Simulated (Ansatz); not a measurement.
# GaN, response to strain

Take GaN in the wurtzite structure (space group P6_3mc, No. 186) as the base.

```
CELL_PARAMETERS angstrom
      3.18312     0.00000     0.00000
     -1.59156     2.75667     0.00000
      0.00000     0.00000     5.18363
ATOMIC_POSITIONS crystal
  Ga 0.66667 0.33333 0.00099
  Ga 0.33333 0.66667 0.50099
  N  0.66667 0.33333 0.62421
  N  0.33333 0.66667 0.12421
```

Cartesian axes are those of the cell as printed.

Strains are applied to the cell and any free atomic positions relax; under biaxial strain the out-of-plane vector relaxes too.

Method: DFT with r2SCAN, PAW potentials and a 500 eV plane-wave cutoff in Ansatz (an electronic-structure program), no spin-orbit coupling.

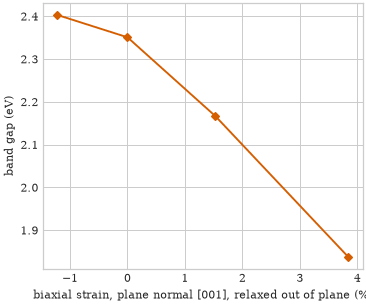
Band gap against biaxial strain, plane normal [001], relaxed out of plane

**Question.** From the plot, what is the band gap for biaxial strain +1.53 %, plane normal [001], relaxed out of plane?

**Answer.** About 2.17 eV.

**Question.** Is the trend monotonic over the range shown?

**Answer.** Yes, it falls throughout, spanning 1.84 eV to 2.40 eV.

Whether these cells are dynamically stable was not tested.
